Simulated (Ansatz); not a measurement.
# AlAsH6O: what the fields show

```yaml
atoms:
  - { symbol: Al, position_ang: [-0.6261, -0.8429, 0.3360] }
  - { symbol: O, position_ang: [-0.9116, 1.1222, -0.0364] }
  - { symbol: H, position_ang: [-1.4967, -1.3901, -0.8869] }
  - { symbol: H, position_ang: [-1.1478, -1.0107, 1.8270] }
  - { symbol: H, position_ang: [-0.0463, 1.5400, -0.1426] }
  - { symbol: As, position_ang: [1.8273, -0.9193, 0.0496] }
  - { symbol: H, position_ang: [-1.4057, 1.2639, -0.8525] }
  - { symbol: H, position_ang: [2.0238, 0.3141, 0.9313] }
  - { symbol: H, position_ang: [1.7832, -0.0773, -1.2255] }
```

The product side of a reaction path; geometry: PBE0-D4/def2-TZVP.

The calculation used RKS PBE0-D4/def2-TZVPP in Ansatz.

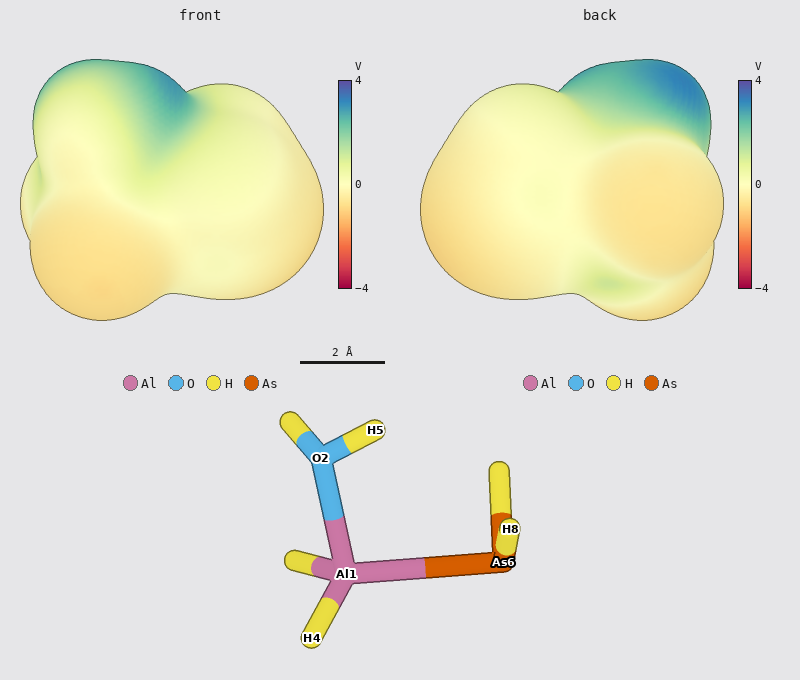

Figure 1. The electrostatic potential painted on the density surface at 0.001 e/bohr³, seen from the front and from behind; red is negative and blue positive. The bare structure is drawn below in the same view.

**Where is the surface potential most negative and most positive?**

The most negative region (about −0.9 V) lies over H4 and As6, the most positive (about +3.2 V) over H7.

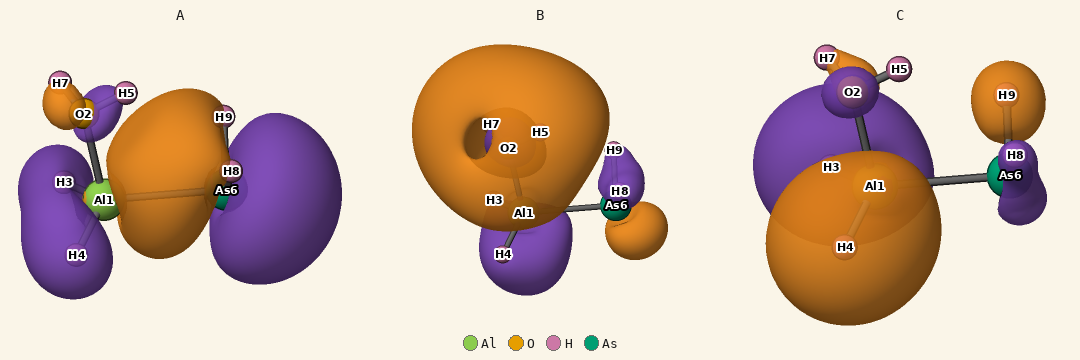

Figure 2. Three frontier orbitals at ±0.06 Å⁻³ᐟ² (orange and purple are the two phases), in no order.

**Which picture is the HOMO−1, the HOMO and the LUMO?**

C is the HOMO−1 (−7.91 eV). Its weight (Hirshfeld) is mainly on Al1 (about 35 %), H4 (about 30 %) and H3 (about 30 %). A is the HOMO (−6.56 eV). Its weight (Hirshfeld) is mainly on As6 (about 65 %) and Al1 (about 20 %). B is the LUMO (−0.70 eV). Its weight (Hirshfeld) is mainly on H7 (about 25 %), Al1 (about 25 %), H5 (about 20 %), O2 (about 15 %) and As6 (about 5 %).

**What is the HOMO–LUMO gap?**

5.86 eV between the orbital energies.

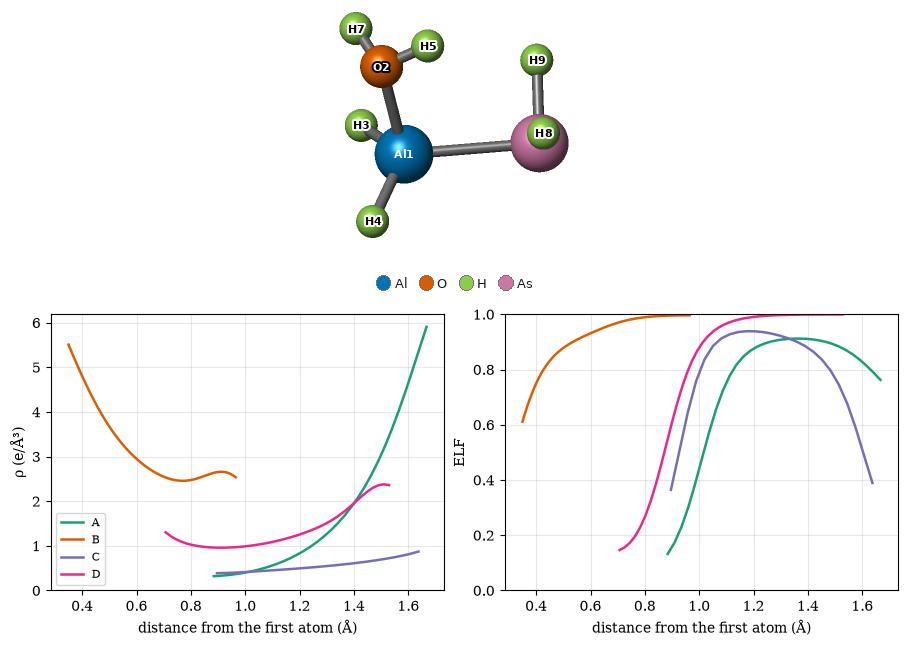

Figure 3. Total electron density and electron localisation function along straight lines between neighbouring atoms. The curves leave out the atomic cores. The structure is drawn too.

**Which curve belongs to which contact (Al–As, Al–O, As–H and O–H)? The first atom named is at distance zero.**

Curve A: Al–O (2.02 Å): the density is about 0.41 e/Å³ at the midpoint; the ELF peaks at about 0.90 in the valence shell of O, 0.7 Å from its nucleus, and is about 0.50 at the midpoint. Curve B: O–H (0.96 Å): ρ is about 3.8 e/Å³ halfway; the ELF climbs to about 1 towards the hydrogen, as it does in any bond to H: a covalent bond by its length. Curve C: Al–As (2.47 Å): ρ at the midpoint is about 0.51 e/Å³; the ELF peaks at about 0.95 between the atoms, as expected for localised, covalent bonding. Curve D: As–H (1.53 Å): ρ is about 1.1 e/Å³ halfway; the ELF climbs to about 1 towards the hydrogen.
